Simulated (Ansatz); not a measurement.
Take TiO2 in the rutile structure (space group P4_2/mnm, No. 136; a = 4.5912 Å, c = 2.9390 Å) as the base. Axes: x, y, z lie along a, b, c of the conventional cell.

Modification: biaxial strain +0.60 %, plane normal [001], relaxed out of plane (Cartesian); in-plane vectors clamped, the third vector and the atoms free.

Method: plane-wave PAW DFT at the PBEsol level (Ansatz, an electronic-structure program, 420 eV), scalar-relativistic without spin-orbit coupling.

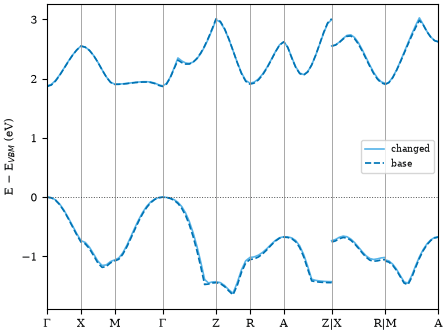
Figure. Highest valence and lowest conduction band along the path, each from its own valence-band maximum

**Question.** From the figure, how large is the changed gap, and is it direct?

**Answer.** About 1.9 eV, direct at Γ.

No phonon test of stability was made. All final runs are without spin polarisation.
